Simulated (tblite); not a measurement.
**Geometry relaxation of C5H9OSi (part 1 of 2)**

System: C5H9OSi, multiplicity 2.
Method: GFN2-xTB geometry optimisation, gas phase (tblite 0.8.0).

It belongs to a series of runs on one base structure; here: H removed from sp3 C.

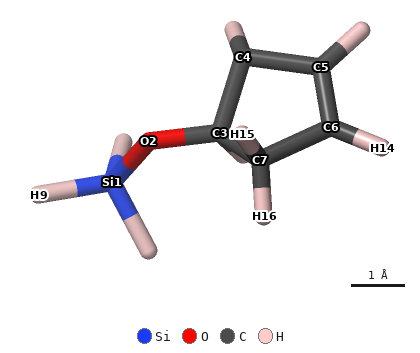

*The structure as given in the input (stick view, seen at a tilt; atoms are numbered from 1 in the order of the input).*

Bond lengths as drawn: C–C 1.34 to 1.53 Å, C–H 1.08 to 1.12 Å, C–O 1.36 Å, H–Si 1.47 to 1.48 Å and O–Si 1.72 Å.

Key numbers:

- outcome: converged
- total energy: −573.4226 eV
- hardware: 1 CPU thread, shared host
- wall time: 1.6 s
- peak memory: 0.18 GiB

The input:
```
{"job": {"kind": "relax", "xc": "GFN2-xTB", "basis": "xTB"}, "charge": 0, "multiplicity": 2}
Si     2.657400    -0.395900    -0.016400
O      1.379400     0.605500     0.550500
C      0.136300     0.107000     0.310000
C     -0.685200    -0.132000     1.568900
C     -2.039300    -0.359100     0.945600
C     -2.115600     0.347100    -0.195300
C     -0.804700     1.089000    -0.388000
H      2.639200    -1.710000     0.631500
H      3.914100     0.332700     0.175300
H      2.417100    -0.558300    -1.464500
H      0.134500    -0.862500    -0.237700
H     -0.348900    -1.061500     2.097100
H     -2.821700    -1.005900     1.383100
H     -2.974100     0.365200    -0.846800
H     -0.913600     2.026600     0.189700
H     -0.582600     1.221100    -1.447000
```

The first line tells a small driver script what to run in tblite; the rest is the geometry in Å.

Launch command:
```bash
OMP_NUM_THREADS=1 python <driver script> task.json out
```

The program's output:
```
step      E/eV     max force
  0    -571.92025    4.576
  1    -572.41542    2.779
  2    -572.65102    1.184
  3    -572.73746    1.012
  4    -572.83096    0.799
  5    -572.86945    0.890
  6    -572.92896    0.717
  7    -572.96082    0.474
  8    -572.98476    0.416
  9    -573.00455    0.328
 10    -573.02141    0.306
 11    -573.03593    0.295
 12    -573.04882    0.353
 13    -573.06182    0.326
 14    -573.07738    0.313
 15    -573.09411    0.388
 16    -573.10867    0.301
 17    -573.12188    0.347
 18    -573.13552    0.347
 19    -573.15573    0.299
 20    -573.17823    0.340
 21    -573.19825    0.293
 22    -573.21417    0.309
 23    -573.23018    0.334
 24    -573.24839    0.374
 25    -573.26552    0.390
 26    -573.27862    0.469
 27    -573.29384    0.315
 28    -573.31029    0.310
 29    -573.32711    0.248
 30    -573.33422    0.177
 31    -573.34218    0.193
 32    -573.34724    0.153
 33    -573.35184    0.155
 34    -573.35537    0.205
 35    -573.35871    0.141
 36    -573.36215    0.160
 37    -573.36474    0.118
 38    -573.36637    0.095
 39    -573.36836    0.100
 40    -573.37033    0.106
 41    -573.37299    0.116
 42    -573.37569    0.121
 43    -573.37787    0.118
 44    -573.37946    0.125
 45    -573.38083    0.109
 46    -573.38223    0.099
 47    -573.38412    0.104
 48    -573.38613    0.136
 49    -573.38797    0.135
 50    -573.38930    0.086
 51    -573.39012    0.051
 52    -573.39052    0.053
 53    -573.39095    0.063
 54    -573.39131    0.059
 55    -573.39169    0.049
 56    -573.39203    0.042
 57    -573.39231    0.043
 58    -573.39252    0.035
 59    -573.39269    0.034
 60    -573.39285    0.033
 61    -573.39301    0.034
 62    -573.39316    0.030
 63    -573.39329    0.027
 64    -573.39338    0.021
 65    -573.39345    0.018
 66    -573.39351    0.017
 67    -573.39356    0.015
 68    -573.39360    0.017
 69    -573.39363    0.018
 70    -573.39368    0.018
 71    -573.39374    0.027
 72    -573.39385    0.037
 73    -573.39404    0.046
 74    -573.39432    0.056
 75    -573.39466    0.069
 76    -573.39497    0.056
 77    -573.39520    0.033
 78    -573.39542    0.034
 79    -573.39567    0.042
 80    -573.39598    0.060
 81    -573.39636    0.061
 82    -573.39674    0.043
 83    -573.39703    0.039
 84    -573.39724    0.041
 85    -573.39745    0.038
 86    -573.39774    0.049
 87    -573.39807    0.052
 88    -573.39837    0.053
 89    -573.39863    0.049
 90    -573.39886    0.041
 91    -573.39913    0.034
 92    -573.39930    0.039
 93    -573.39946    0.027
 94    -573.39957    0.028
 95    -573.39970    0.027
 96    -573.39983    0.024
 97    -573.39995    0.022
 98    -573.40002    0.020
 99    -573.40008    0.021
100    -573.40016    0.021
101    -573.40026    0.023
102    -573.40038    0.027
103    -573.40049    0.020
104    -573.40061    0.028
105    -573.40077    0.031
106    -573.40103    0.040
107    -573.40138    0.060
108    -573.40180    0.061
109    -573.40230    0.054
110    -573.40304    0.074
111    -573.40399    0.094
112    -573.40501    0.075
113    -573.40305    0.209
114    -573.40604    0.063
115    -573.40652    0.070
116    -573.40713    0.148
117    -573.40811    0.077
118    -573.40888    0.090
119    -573.41039    0.168
120    -573.41187    0.073
121    -573.41259    0.047
122    -573.41288    0.114
123    -573.41347    0.052
124    -573.41398    0.044
125    -573.41562    0.066
126    -573.41648    0.072
127    -573.41709    0.062
128    -573.41798    0.051
129    -573.41846    0.072
130    -573.41895    0.068
131    -573.41942    0.103
132    -573.42009    0.064
133    -573.42048    0.040
134    -573.42076    0.034
135    -573.42092    0.024
136    -573.42101    0.026
137    -573.42109    0.026
138    -573.42116    0.024
139    -573.42124    0.018
140    -573.42129    0.020
141    -573.42135    0.023
142    -573.42140    0.019
143    -573.42144    0.018
144    -573.42149    0.016
145    -573.42156    0.016
146    -573.42162    0.022
147    -573.42167    0.021
148    -573.42173    0.018
149    -573.42180    0.019
150    -573.42190    0.029
151    -573.42201    0.030
152    -573.42218    0.033
153    -573.42230    0.027
154    -573.42241    0.025
155    -573.42232    0.050
156    -573.42251    0.014
157    -573.42254    0.017
158    -573.42259    0.029
159    -573.42263    0.010
```

Trajectory as extended XYZ (Å, eV, eV/Å), 14 of the 160 frames kept, from step=0 to step=159:
```
16
Properties=species:S:1:pos:R:3:forces:R:3 step=0 energy=-571.92025
Si    2.6574   -0.3959   -0.0164   -0.7650   1.2260   0.1900
O     1.3794    0.6055    0.5505    2.6290  -1.2500  -0.7750
C     0.1363    0.1070    0.3100   -1.0940   1.0080   1.2100
C    -0.6852   -0.1320    1.5689   -1.7790  -3.8670  -1.6810
C    -2.0393   -0.3591    0.9456    1.1380   0.2840   1.7020
C    -2.1156    0.3471   -0.1953    0.0250   0.1880   0.1530
C    -0.8047    1.0890   -0.3880   -1.2670  -0.3770  -0.8130
H     2.6392   -1.7100    0.6315   -0.0530   0.0890   0.0450
H     3.9141    0.3327    0.1753   -0.3850   0.0090   0.1720
H     2.4171   -0.5583   -1.4645    0.0230  -0.0790   0.1570
H     0.1345   -0.8625   -0.2377    0.1640   0.4130  -0.0070
H    -0.3489   -1.0615    2.0971   -0.1320   1.3610   0.4140
H    -2.8217   -1.0059    1.3831    0.6150   0.6990  -0.2240
H    -2.9741    0.3652   -0.8468    0.2110   0.1390  -0.1260
H    -0.9136    2.0266    0.1897    0.5670  -0.2550  -0.5510
H    -0.5826    1.2211   -1.4470    0.1030   0.4120   0.1340
16
Properties=species:S:1:pos:R:3:forces:R:3 step=12 energy=-573.04882
Si    2.6539   -0.3553   -0.0233   -0.0030   0.0230   0.1040
O     1.3978    0.5050    0.5670    0.1230   0.0320  -0.0410
C     0.1175    0.0443    0.2759    0.0460  -0.0100  -0.0040
C    -0.7221   -0.4918    1.3920    0.0060  -0.0970   0.0750
C    -2.0367   -0.4157    0.9833    0.0340   0.1390   0.0390
C    -2.1379    0.3686   -0.1408   -0.0700   0.1960  -0.0710
C    -0.8354    1.0435   -0.4035    0.1210  -0.0040  -0.1310
H     2.6533   -1.6660    0.6218    0.1010  -0.1220   0.0450
H     3.8167    0.4475    0.2766   -0.0070   0.1470   0.0730
H     2.4496   -0.5853   -1.4585    0.0740   0.0490  -0.0370
H     0.2227   -0.7771   -0.4590   -0.1260  -0.1170   0.0500
H    -0.3491   -0.9314    2.2941    0.1260  -0.0850  -0.0480
H    -2.8692   -0.8855    1.4684   -0.0800  -0.0960   0.1060
H    -2.9891    0.4822   -0.7715   -0.3150   0.1510  -0.0510
H    -0.7844    2.0273    0.0843    0.0150  -0.1630   0.0850
H    -0.5952    1.1989   -1.4506   -0.0450  -0.0440  -0.1920
16
Properties=species:S:1:pos:R:3:forces:R:3 step=24 energy=-573.24839
Si    2.7313   -0.3152    0.0604    0.0920  -0.0220  -0.1650
O     1.3149    0.3486    0.4592   -0.0260   0.1790   0.1660
C     0.0594   -0.1411    0.1144   -0.0370  -0.0020   0.1030
C    -0.7620   -0.6296    1.2628   -0.1440   0.1260   0.0140
C    -2.0902   -0.3322    1.0371   -0.0300   0.0440  -0.0740
C    -2.2187    0.4918   -0.0665    0.0110   0.0230   0.2630
C    -0.8561    0.9223   -0.5154   -0.1860   0.0190  -0.0760
H     2.9321   -1.6399    0.6493    0.0130  -0.0160   0.1130
H     3.6225    0.7210    0.5340    0.0740   0.0330   0.0610
H     2.7506   -0.5137   -1.3908    0.1030  -0.0010  -0.0980
H     0.1994   -0.9947   -0.5660   -0.1170   0.0190  -0.2590
H    -0.3041   -1.0459    2.1299   -0.0240  -0.3350   0.1650
H    -2.9140   -0.7071    1.6322    0.1710   0.1450  -0.0930
H    -3.1426    0.8949   -0.4462    0.1590  -0.0520  -0.0470
H    -0.5938    1.8797   -0.0541   -0.0170   0.0830   0.1120
H    -0.7363    1.0699   -1.5842   -0.0430  -0.2450  -0.1850
16
Properties=species:S:1:pos:R:3:forces:R:3 step=37 energy=-573.36474
Si    2.7856   -0.2593    0.0912   -0.0980   0.0470   0.0470
O     1.2757    0.2478    0.3813   -0.0230  -0.0380   0.0430
C     0.0073   -0.2377    0.0412    0.0150  -0.0010   0.0280
C    -0.8061   -0.7283    1.2037    0.0060  -0.0320  -0.0080
C    -2.0948   -0.2443    1.1171    0.1160  -0.0180  -0.0020
C    -2.2215    0.6327    0.0640    0.0480   0.0210  -0.0080
C    -0.8910    0.8638   -0.5674    0.0530  -0.0210  -0.0590
H     3.0961   -1.5472    0.7275   -0.0620   0.0470  -0.0130
H     3.5071    0.8583    0.6838   -0.0150  -0.0500  -0.0300
H     3.0322   -0.4156   -1.3481   -0.0200   0.0030   0.0180
H     0.1160   -1.0600   -0.6907    0.0420   0.0380   0.0610
H    -0.4107   -1.3844    1.9564    0.0040   0.0050  -0.0540
H    -2.8914   -0.5207    1.7866    0.0020   0.0100  -0.0040
H    -3.1154    1.1298   -0.2614   -0.0090   0.0150   0.0400
H    -0.4896    1.8410   -0.2729   -0.0030  -0.0360  -0.0070
H    -0.9071    0.8331   -1.6563   -0.0570   0.0110  -0.0520
16
Properties=species:S:1:pos:R:3:forces:R:3 step=49 energy=-573.38797
Si    2.7520   -0.2102    0.1463    0.0120  -0.0540  -0.0740
O     1.2262    0.2464    0.4099    0.0040   0.0270   0.0380
C     0.0001   -0.2917   -0.0097   -0.0060   0.0190  -0.0420
C    -0.8203   -0.8207    1.1275    0.1200  -0.0090   0.0620
C    -2.0555   -0.2155    1.1494   -0.0610  -0.0190  -0.0120
C    -2.1756    0.6987    0.1282   -0.0180   0.0370   0.0140
C    -0.8941    0.8074   -0.6213   -0.0530   0.0420  -0.0200
H     3.0405   -1.5035    0.7792    0.0190   0.0410  -0.0160
H     3.4395    0.9221    0.7425    0.0130  -0.0170   0.0310
H     3.0381   -0.3441   -1.2930   -0.0340  -0.0100   0.0880
H     0.1948   -1.0822   -0.7489   -0.0080  -0.0680  -0.0030
H    -0.4328   -1.5366    1.8283   -0.0240   0.0140  -0.0350
H    -2.8331   -0.4314    1.8626    0.0280  -0.0370  -0.0030
H    -3.0414    1.2881   -0.1056   -0.0090   0.0240   0.0140
H    -0.4164    1.7745   -0.4404   -0.0060   0.0500  -0.0130
H    -1.0295    0.7076   -1.6991    0.0230  -0.0420  -0.0300
16
Properties=species:S:1:pos:R:3:forces:R:3 step=61 energy=-573.39301
Si    2.7442   -0.2007    0.1618    0.0070  -0.0060   0.0140
O     1.2167    0.2593    0.4128    0.0130   0.0140  -0.0020
C    -0.0002   -0.2909   -0.0241    0.0250   0.0090   0.0020
C    -0.8151   -0.8302    1.1109   -0.0010   0.0080  -0.0330
C    -2.0445   -0.2125    1.1522    0.0190  -0.0150   0.0030
C    -2.1651    0.7207    0.1478   -0.0020  -0.0030   0.0250
C    -0.9031    0.8018   -0.6395    0.0020  -0.0150   0.0000
H     3.0413   -1.4903    0.7943    0.0000  -0.0020   0.0020
H     3.4342    0.9198    0.7802   -0.0080  -0.0180  -0.0110
H     3.0224   -0.3410   -1.2732    0.0080   0.0030   0.0080
H     0.2103   -1.0838   -0.7583   -0.0070   0.0000   0.0010
H    -0.4394   -1.5747    1.7855    0.0120   0.0030   0.0070
H    -2.8085   -0.4365    1.8764   -0.0200   0.0060  -0.0010
H    -3.0193    1.3402   -0.0478   -0.0130   0.0110  -0.0140
H    -0.4173    1.7740   -0.5138   -0.0090   0.0030   0.0020
H    -1.0643    0.6538   -1.7093   -0.0240   0.0010  -0.0030
16
Properties=species:S:1:pos:R:3:forces:R:3 step=73 energy=-573.39404
Si    2.7435   -0.2062    0.1707    0.0060  -0.0160  -0.0170
O     1.2195    0.2751    0.4030   -0.0020   0.0250   0.0010
C     0.0038   -0.2794   -0.0322   -0.0100  -0.0160   0.0240
C    -0.8059   -0.8266    1.1029    0.0120  -0.0150   0.0230
C    -2.0388   -0.2159    1.1534   -0.0060  -0.0130  -0.0010
C    -2.1667    0.7224    0.1549    0.0110  -0.0070   0.0160
C    -0.9107    0.8060   -0.6427   -0.0090  -0.0130   0.0120
H     3.0203   -1.4984    0.8061   -0.0040  -0.0080   0.0110
H     3.4445    0.9048    0.7897   -0.0010   0.0090   0.0080
H     3.0320   -0.3519   -1.2617    0.0080  -0.0020   0.0050
H     0.2184   -1.0713   -0.7664   -0.0170   0.0090  -0.0090
H    -0.4196   -1.5654    1.7790   -0.0040   0.0080  -0.0140
H    -2.8039   -0.4487    1.8752    0.0260   0.0120  -0.0080
H    -3.0232    1.3393   -0.0392   -0.0140   0.0050   0.0000
H    -0.4291    1.7818   -0.5297   -0.0130  -0.0080  -0.0210
H    -1.0917    0.6434   -1.7069    0.0160   0.0310  -0.0300
```
